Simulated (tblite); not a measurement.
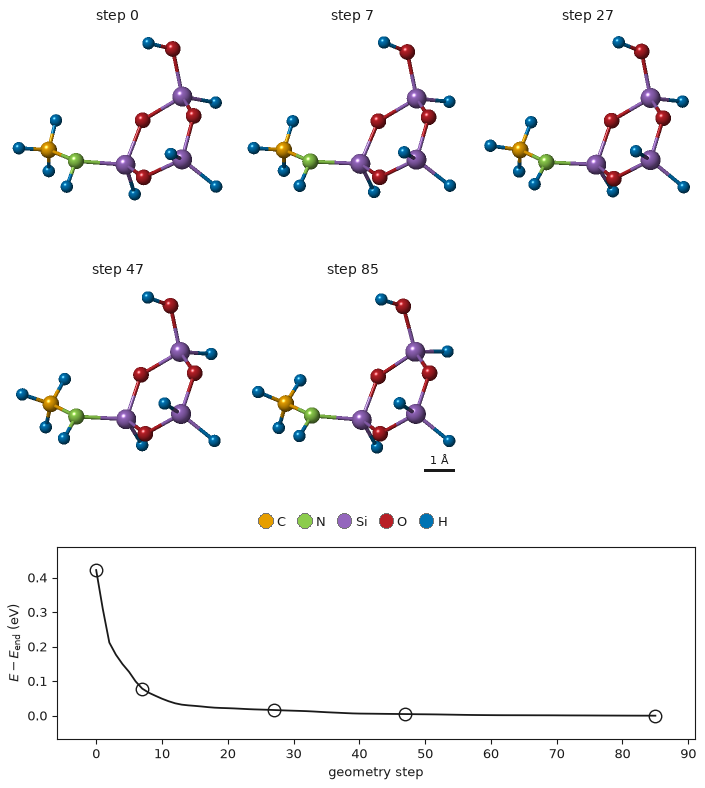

Frames of a relaxation of CH9NO4Si3, marked on the history of the run. Style: ball-and-stick. Shown at a tilt.

Theory: GFN2-xTB geometry optimisation, gas phase in tblite 0.8.0. 

Question: Describe the path.

Answer: An H atom moves most after the best rigid fit: 0.40 Å. Largest moves by element: H 0.40 Å, O 0.21 Å, Si 0.09 Å, C 0.08 Å, N 0.05 Å. Some distances before and after: O–Si 1.668 → 1.620 Å, H–Si 1.483 → 1.443 Å, O–Si 1.650 → 1.611 Å, N–Si 1.691 → 1.710 Å. Bond angles that change, for instance: N–Si–H 110.3° → 120.2°, Si–N–H 106.9° → 116.2°, H–Si–H 110.9° → 119.3°. After 85 geometry steps the energy has fallen by 0.422 eV. From step 0 to 7: an H atom moves most (0.18 Å), energy −0.343 eV. From step 7 to 27: an H atom moves most (0.13 Å), energy −0.062 eV. From step 27 to 47: H atoms move most (0.19 Å), energy −0.012 eV. From step 47 to 85: an O atom moves most (0.12 Å), energy −0.005 eV.

```tsv
step	E − E(0), eV
0	0.0000
1	-0.1119
2	-0.2101
3	-0.2453
4	-0.2724
5	-0.2950
6	-0.3227
7	-0.3435
8	-0.3554
9	-0.3642
10	-0.3727
14	-0.3920
18	-0.3987
22	-0.4019
26	-0.4048
30	-0.4075
34	-0.4108
38	-0.4145
42	-0.4162
46	-0.4170
49	-0.4177
53	-0.4187
57	-0.4198
61	-0.4205
65	-0.4207
69	-0.4209
73	-0.4212
77	-0.4215
81	-0.4217
85	-0.4219
```
